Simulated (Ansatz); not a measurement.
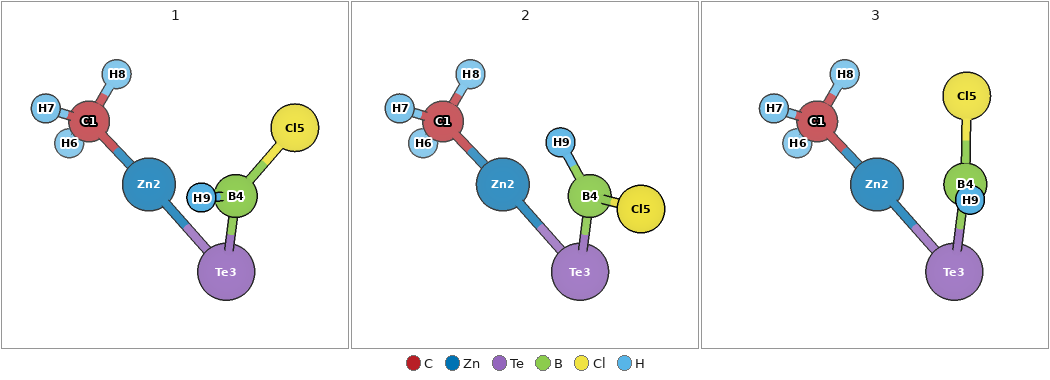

CH4BClTeZn, SMILES [CH3][Zn][Te]BCl. 
- Coordinates scanned: (1) bond length Te3–B4; (2) dihedral Zn2–Te3–B4–Cl5.
- Nothing is relaxed (all other coordinates rigid).
- The grid has 15 × 15 points.
- Points are written as (first, second).
- Energies: kJ/mol, counted from the lowest grid point.
- The calculation used Ansatz 0.2.0, RKS PBE-D4/def2-SVP.

The numbered pictures are structures from this grid.

Rank them by energy, lowest first.

Answer. 2, at (2.167 Å, −180°): 8 kJ/mol; 1, at (2.167 Å, −84°): 40 kJ/mol; 3, at (2.496 Å, −36°): 62 kJ/mol.

The map, with the structures marked:

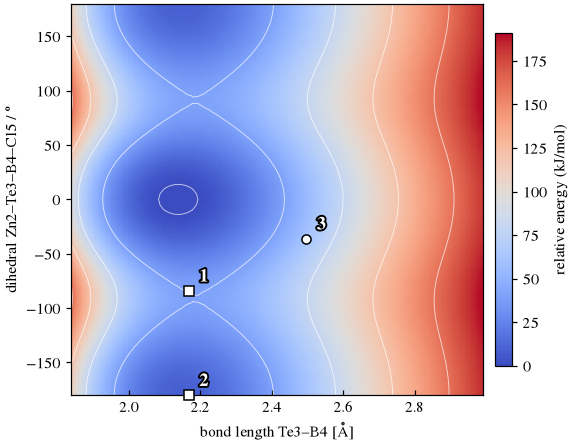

The picture shows a smooth colour map with a few white contour lines. Between grid points the surface is interpolated.
